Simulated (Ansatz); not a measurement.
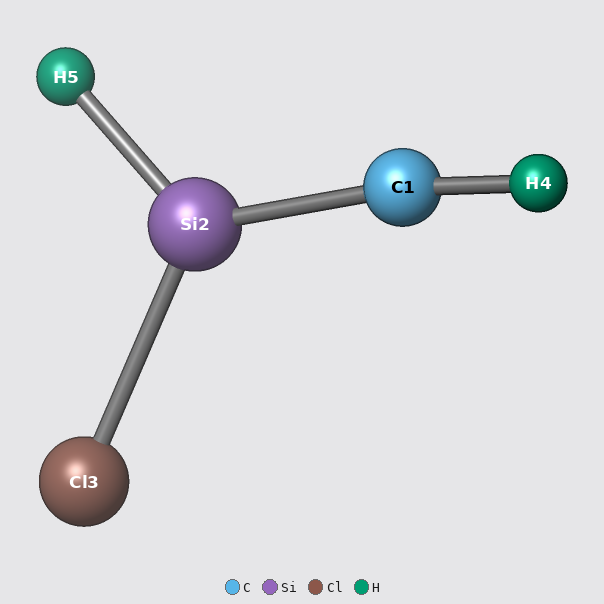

Numbered structure. The species is neutral and a spin doublet. The computed structure is the end point of a PBE0-D4/def2-TZVP optimisation. No frequency run is at hand to confirm it as a minimum.

> Describe the coordination of atom 1.

C1 has 2 neighbours (Si2 at 1.66, H4 at 1.07 Å); the arrangement is linear.

> What is the geometry at Si2?

Si2 has 3 neighbours (C1 at 1.66, Cl3 at 2.03, H5 at 1.47 Å); the arrangement is trigonal planar.
